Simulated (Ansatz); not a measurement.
# BNH2Cl (SMILES N[B]Cl) at 6 levels

We compute a comparison of 6 runs (UHF/STO-3G, U-wB97M-V/STO-3G, UBHLYP/STO-3G, UPBE/STO-3G, UBCCD(T)/STO-3G, UCCSD(T)/STO-3G) of BNH2Cl. 

The calculation is run with Ansatz 0.2.0.

76 further runs of the same task are left out: 76 set aside as unsound or not needed.

### 1 The molecule

The species is BNH2Cl (5 atoms), meant as a doublet with charge 0. SMILES: `N[B]Cl`. The H5–N1 distance was set to 1.263 Å, away from the relaxed value.

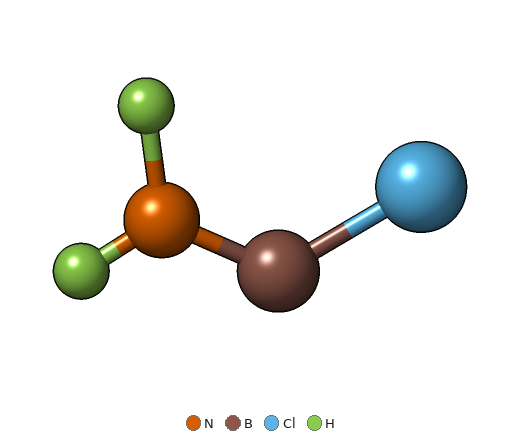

Viewed from a chosen angle; nitrogen orange, boron brown, chlorine blue, hydrogen green.

### 2 A single-point energy at UHF/STO-3G (run 1)

File input.yaml:

```yaml
crystal:
  periodic: [false, false, false]
  atoms:
    - {symbol: "N", position_ang: [-0.496479, 0.358840, -0.070691]}
    - {symbol: B, position_ang: [-0.260879, -0.597860, 0.890409]}
    - {symbol: Cl, position_ang: [1.180721, -1.579460, 0.970609]}
    - {symbol: H, position_ang: [-1.339179, 0.906640, -0.087091]}
    - {symbol: H, position_ang: [0.315800, 0.625100, -1.000600]}
basis:
  gaussian: {orbitals: STO-3G}
magnetization: {spin_polarized: true, initial_magnetization: 1}
hamiltonian: {xc: hf}
accuracy: high
```

Run with:

```sh
$ ansatz run input.yaml --threads 1 --pin off --max-ram 2610MiB --events-out events.jsonl --progress --plain --runs-dir runs
```

The program printed:

```text
Warning: RAYON_NUM_THREADS=1 ignored (pool sized by the plan → 1); use --threads N
Functional definition: HF
  name "HF"
  exchange = exact_x
  correlation = 0
372 factors; integrals over basis functions are off by at most 3.0e-8 eV
mean field evaluation 1: about -14524.3293 eV, gradient 1.2e1 eV
mean field evaluation 2: about -14524.3995 eV, gradient 1.2e1 eV
mean field evaluation 4: about -14526.0354 eV, gradient 2.0e0 eV
mean field evaluation 8: about -14526.1164 eV, gradient 8.6e-2 eV
mean field evaluation 16: about -14526.1155 eV, gradient 1.3e-8 eV
mean field -14526.11552856 eV, -533.8248995197 hartree, gradient 1.3e-8 eV, S^2 0.768116; 0 other end points of the search recorded, 0 dependent functions left out
reference -14526.11552856 eV, -533.8248995197 hartree; 16, 15 occupied and 5, 6 virtual orbitals, 372 factors
Total energy: -14526.11552856 eV, -533.8248995197 hartree
```

Wall time 0.16 s (1 thread of Arm Neoverse V1, shared host).

### 3 A single-point energy at U-wB97M-V/STO-3G (run 2)

File job.yaml:

```yaml
crystal:
  periodic: [false, false, false]
  atoms:
    - {symbol: N, position_ang: [-0.496479, 0.358840, -0.070691]}
    - {symbol: B, position_ang: [-0.260879, -0.597860, 0.890409]}
    - {symbol: Cl, position_ang: [1.180721, -1.579460, 0.970609]}
    - {symbol: H, position_ang: [-1.339179, 0.906640, -0.087091]}
    - {symbol: H, position_ang: [0.315800, 0.625100, -1.000600]}
basis:
  gaussian:
    orbitals: STO-3G
hamiltonian:
  xc: {name: wB97M-V}
total_charge: 0
accuracy: high
magnetization:
  spin_polarized: true
  initial_magnetization: 1
```

Run with:

```sh
$ ansatz run job.yaml --threads 1 --pin off --max-ram 2610MiB --events-out events.jsonl --progress --plain --runs-dir runs
```

The program printed (excerpt; [...] marks lines left out):

```text
Warning: RAYON_NUM_THREADS=1 ignored (pool sized by the plan → 1); use --threads N
Functional definition: wB97M-V
  name "wB97M-V"
[...]
  gx(w, u) = 1 - cx + cx01*u + cx10*w
  gss(w, u) = css00 + css04*u^4 + css10*w + css20*w^2 + css43*w^4*u^3
  gos(w, u) = cos00 + cos10*w + (cos20 + cos21*u)*w^2 + (cos60 + cos61*u)*w^6
[...]
      + integral(e_c_pw_mod_opposite_spin*gos(b97_w_opposite, b97_u_opposite)) + vv10(b, c)
372 factors; integrals over basis functions are off by at most 3.0e-8 eV
155 factors; integrals over basis functions are off by at most 8.6e-10 eV
[...]
mean field -14556.74767627 eV, -534.9506101849 hartree, gradient 9.3e-8 eV, S^2 0.755260; 0 other end points of the search recorded, 0 dependent functions left out
reference -14556.74767850 eV, -534.9506102670 hartree; 16, 15 occupied and 5, 6 virtual orbitals, 372 factors
Total energy: -14556.74767850 eV, -534.9506102670 hartree
```

Wall time 25 s (1 thread of Arm Neoverse V1, shared host); peak memory 0.5 GiB.

Run 3 isn't shown in full; the table further down has it.

### 4 The energy at UPBE/STO-3G (run 4)

File molecule.yaml:

```yaml
crystal:
  periodic: [false, false, false]
  atoms:
    - {symbol: "N", position_ang: [-0.496479, 0.358840, -0.070691]}
    - {symbol: B, position_ang: [-0.260879, -0.597860, 0.890409]}
    - {symbol: Cl, position_ang: [1.180721, -1.579460, 0.970609]}
    - {symbol: H, position_ang: [-1.339179, 0.906640, -0.087091]}
    - {symbol: H, position_ang: [0.315800, 0.625100, -1.000600]}
basis:
  gaussian: {orbitals: STO-3G}
magnetization: {spin_polarized: true, initial_magnetization: 1}
accuracy: high
hamiltonian: {xc: {name: PBE}}
```

Run with:

```sh
$ ansatz run molecule.yaml --threads 1 --pin off --max-ram 2610MiB --events-out events.jsonl --progress --plain --runs-dir runs
```

The program printed:

```text
Warning: RAYON_NUM_THREADS=1 ignored (pool sized by the plan → 1); use --threads N
Functional definition: PBE
  name "PBE"
  parameter kappa = 0.804
  parameter beta = 0.06672455060314922
  exchange = pbe_x(kappa = kappa, mu = beta*pi^2/3)
  correlation = pbe_c(beta = beta)
372 factors; integrals over basis functions are off by at most 3.0e-8 eV
mean field evaluation 1: about -14546.8973 eV, gradient 8.8e0 eV
mean field evaluation 2: about -14546.1033 eV, gradient 1.6e1 eV
mean field evaluation 4: about -14547.4771 eV, gradient 5.5e-1 eV
mean field evaluation 8: about -14547.4212 eV, gradient 1.8e-2 eV
mean field evaluation 16: about -14547.4212 eV, gradient 1.2e-6 eV
mean field -14547.42123370 eV, -534.6078697421 hartree, gradient 7.4e-9 eV, S^2 0.756000; 0 other end points of the search recorded, 0 dependent functions left out
reference -14547.42123563 eV, -534.6078698130 hartree; 16, 15 occupied and 5, 6 virtual orbitals, 372 factors
Total energy: -14547.42123563 eV, -534.6078698130 hartree
```

It took 2 s on 1 thread of Arm Neoverse V1, shared host; peak memory 0.13 GiB.

Run 5 isn't shown in full; the table further down has it.

### 5 The energy at UCCSD(T)/STO-3G (run 6)

job.yaml: that of step 3 with these lines changed.

```diff
@@ -11,6 +11,2 @@
     orbitals: STO-3G
-hamiltonian:
-  xc: {name: wB97M-V}
-total_charge: 0
-accuracy: high
 magnetization:
@@ -18 +14,7 @@
   initial_magnetization: 1
+correlation:
+  method: ccsd_t
+  frozen_orbitals: {B: 1, Cl: 5, H: 0, "N": 1}
+accuracy: high
+scf:
+  omitted_lower_state_checks: [cluster_reference, increment]
```

Run with:

```sh
$ ansatz run job.yaml --threads 1 --pin off --max-ram 2610MiB --events-out events.jsonl --progress --plain --runs-dir runs
```

The program printed (excerpt; [...] marks lines left out):

```text
Warning: RAYON_NUM_THREADS=1 ignored (pool sized by the plan → 1); use --threads N
[... 2 set-up lines as earlier in the session ...]
[...]
372 factors; integrals over basis functions are off by at most 3.0e-8 eV
[...]
mean field -14526.11552856 eV, -533.8248995197 hartree, gradient 1.3e-8 eV, S^2 0.768116; 0 other end points of the search recorded, 0 dependent functions left out
7 core orbitals not correlated: weight in the atoms' cores, before any rotation towards them, 1.000 or more for the frozen orbitals, at most 0.000 for the correlated occupied ones
reference -14526.11552856 eV, -533.8248995197 hartree; 9, 8 occupied and 5, 6 virtual orbitals, 372 factors
second order -2.52958358 eV of doubles, -0.00000000 eV of singles
cycle   1  -2.90873876 eV  change   -3.8e-1 eV  update   7.9e-2
[...]
cycle  24  -3.25704313 eV  change    1.2e-9 eV  update  7.8e-10
perturbative correction -0.08881794 eV, -0.0032639989 hartree
Total energy: -14529.46138962 eV, -533.9478576460 hartree
Checks for a lower state left out: cluster_reference, increment
```

It took 0.32 s on 1 thread of Arm Neoverse V1, shared host.

### 6 All runs side by side

```
run             level  frozen core orbitals  energy (Eh)   ⟨S²⟩  wall time
  1        UHF/STO-3G                     –  -533.824900  0.768     0.16 s
  2  U-wB97M-V/STO-3G                     –  -534.950610  0.755       25 s
  3     UBHLYP/STO-3G                     –  -534.892518  0.757        2 s
  4       UPBE/STO-3G                     –  -534.607870  0.756        2 s
  5   UBCCD(T)/STO-3G                     7  -533.947758  0.768     0.42 s
  6   UCCSD(T)/STO-3G                     7  -533.947858  0.768     0.32 s
```

### 7 Summary of results

| quantity | value |
| --- | --- |
| run 6: total energy | -533.94786 Eh |
| run 6: correlation energy (7 core orbitals frozen) | -123.0 mEh |
| run 6: (T) correction | -3.26 mEh |
| run 6: ⟨S²⟩ of the reference determinant | 0.768 |
| run 6: T1 diagnostic | 0.019 |

What this shows: Below the UHF energy at the same shape and in the same basis (STO-3G): UBCCD(T) -122.9 mEh; UCCSD(T) -123.0 mEh. Totals of different functionals can't be ranked against each other. In runs 1, 2, 3, 4, 5, 6 the basis is minimal, so the values are rough. All runs together took 30 s, the longest 25 s.
